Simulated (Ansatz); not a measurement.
# How glassy 75SiO2-10Al2O3-5Li2O-5CaO-5Cr2O3 (mol %) changes with quench rate

Does a slower quench leave a cell of lower energy?

Computed with Ansatz 0.2.0: Kohn-Sham DFT, LDA, PAW (set soft_2). Every run is a single point, with the atoms held where the recipe put them (cutoff of the plane-wave runs 420 eV, fermi-dirac smearing of 0.025 eV, spin polarised).

First member: 130 atoms (30 Si, 8 Al, 4 Li, 2 Ca, 4 Cr, 82 O) placed at random at 2.52 g/cm³, melted at 4000 K for 10 ps at fixed volume with the Morse and Coulomb pair potential with partial charges (Pedone, Malavasi, Menziani, Cormack and Segre, J. Phys. Chem. B 110, 11780 (2006)). Quenched from 4000 K to 300 K at 10 K/ps and fixed volume, held 10 ps at zero pressure, then minimised at fixed cell.

Last member: 130 atoms (30 Si, 8 Al, 4 Li, 2 Ca, 4 Cr, 82 O) placed at random at 2.52 g/cm³, melted at 4000 K for 10 ps at fixed volume with the Morse and Coulomb pair potential with partial charges (Pedone, Malavasi, Menziani, Cormack and Segre, J. Phys. Chem. B 110, 11780 (2006)). Quenched from 4000 K to 300 K at 1000 K/ps and fixed volume, held 10 ps at zero pressure, then minimised at fixed cell.

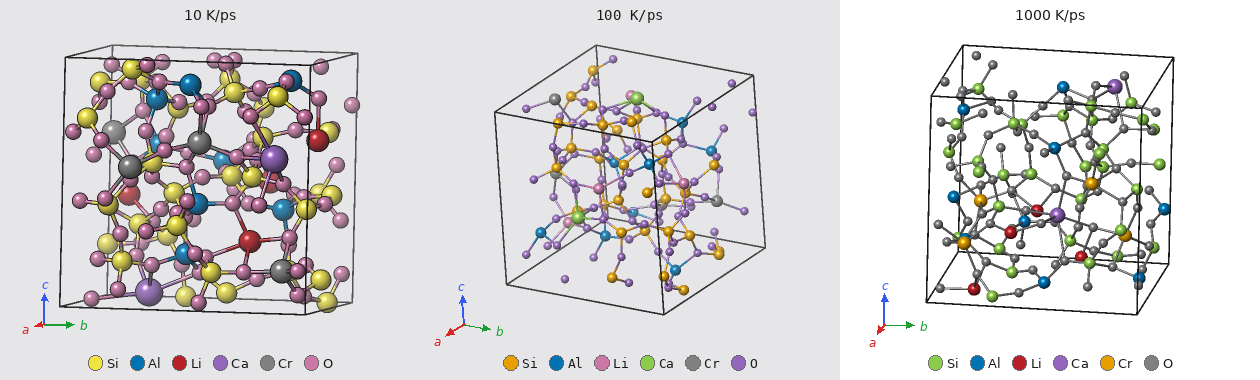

Three members of the series, labelled by quench rate. Bonds to atoms that aren't drawn are left out. Some periodic images of atoms are drawn too.

The members:

```
quench rate (K/ps)     reduced formula  atoms  valence electrons  k-mesh        basis  density (g/cm³)
                10  Li2CaAl4Cr2Si15O41    130                724   1×1×1  plane waves             2.62
                30  Li2CaAl4Cr2Si15O41    130                724   1×1×1  plane waves             2.63
               100  Li2CaAl4Cr2Si15O41    130                724   1×1×1  plane waves             2.66
               300  Li2CaAl4Cr2Si15O41    130                724   1×1×1  plane waves             2.70
              1000  Li2CaAl4Cr2Si15O41    130                724   1×1×1  plane waves             2.62
```

Each cell is one sample from a classical run, so sample-to-sample scatter enters every column.

The input of the first member, without its atom lines; other members have their own cell and atoms, and may differ in mesh, basis and outputs:

```yaml
crystal:
  lattice:
    - [11.93898, 0.0, 0.0]
    - [0.0, 11.93898, 0.0]
    - [0.0, 0.0, 11.93898]
  atoms:
    [... 130 lines ...]
magnetization:
  spin_polarized: true
kpoints:
  mp_grid: { grid: [1, 1, 1] }
hamiltonian:
  xc: lda
scf:
  occupations: { method: fermi_dirac, width: 0.025 }
output:
  forces: true
  stress: true
  populations: true
  dos:
    method: { smearing: { sigma: 0.15 } }
    de: 0.1
    projected: { site_lists: { Al: [Al], Ca: [Ca], Cr: [Cr], Li: [Li], O: [O] } }
  eigenvalues: true
  write_density: true
  write_potential: true
  volumetric_format: npy
```

Predict the trends along the series.

Results; charges are mean Löwdin charges in e:

```
quench rate (K/ps)  energy less the first member's (meV/atom)  pressure (GPa)  r.m.s. force (eV/Å)  moment (μB)  q(Ca)  q(Cr)  q(Al)
                10                                        0.0          -0.671                0.712         12.0  +1.79  +1.28  +1.30
                30                                       34.0           -1.04                0.857           12  +1.78  +1.29  +1.29
               100                                       38.5           0.172                0.856         12.0  +1.81  +1.30  +1.31
               300                                       51.4          -0.894                0.760         12.0  +1.79  +1.29  +1.29
              1000                                       65.5          -0.841                0.861         12.0  +1.77  +1.27  +1.32
```

The projection misses up to 0.067 e an atom, so the charges add up to more than the cell's charge.

Bonds in each cell, which the recipe sets and DFT didn't move; cutoffs follow each cell's own g(r) within set bounds (mean length in Å, and neighbours of the second kind about the first):

```
quench rate (K/ps)  O-Si length  O-Si count  Al-O length  Al-O count
                10        1.609        1.46        1.751        4.00
                30        1.613        1.46        1.806        4.38
               100        1.611        1.46        1.745        4.00
               300        1.610        1.46        1.761        4.00
              1000        1.613        1.46        1.765        4.00
```

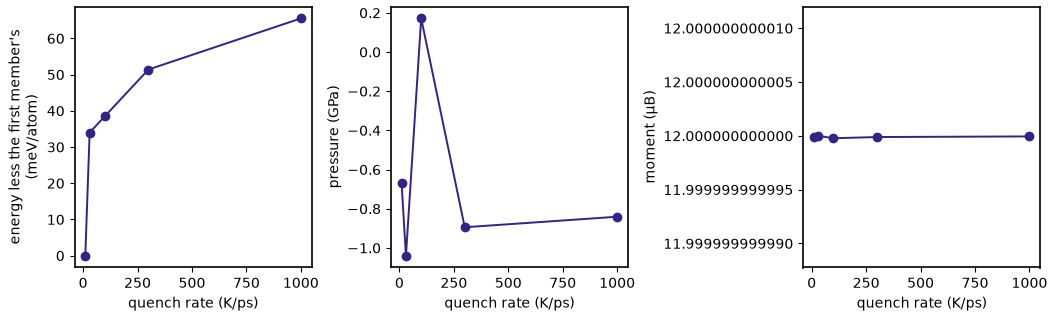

Results against quench rate.

Cost on 8 threads of Arm Neoverse N1, shared host:

```
quench rate (K/ps)  atoms        basis  k-mesh  SCF cycles     time  host memory (GiB)
                10    130  plane waves   1×1×1          31   30 min                4.2
                30    130  plane waves   1×1×1          33   16 min                4.2
               100    130  plane waves   1×1×1          27  2.4 min                4.1
               300    130  plane waves   1×1×1          27  2.5 min                4.1
              1000    130  plane waves   1×1×1          34  2.5 min                4.2
```

Times include the outputs that each run asked for, on hosts shared with other jobs.

The energy against the first member goes steadily from 0.0 meV/atom at 10 to 65.5 meV/atom at 1000 K/ps; each member is a single configuration. The slowest quench gives the lowest energy. The mean charge on Ca is lowest at 1000 K/ps (+1.77 e) and highest at 100 K/ps (+1.81 e), with no steady trend. The pressure is lowest at 30 K/ps (-1 GPa) and highest at 100 K/ps (0.17 GPa), with no steady trend. 3 of the 5 members have partly filled levels at the Fermi energy, where the frontier levels stand at most 0.13 eV apart and the tails of the smearing reach across.

**Limits.** Without a Hubbard term or exact exchange, open shells on Cr are likely too delocalised. The network of bonds at the start is that of the classical potential that made the cell, and needn't be the one that DFT or experiment would give. The program left the stability of some magnetic solutions unchecked, or ended on moments of another size or direction than seeded. The cells aren't relaxed by DFT, which could reorder their energies. The starting order of the moments was set by the recipe and needn't be the real material's. Even the slowest of these quenches is many orders faster than a laboratory quench.

[Logs are printed without paths, hosts, clocks, repeated set-up lines and the standing remarks that a program may print on its own settings, such as how far it seeks lower states.]

[Hosts, paths, dates, database ids (printed as entryN), source tags and the programs' standing remarks are cut or masked in the printed files.]
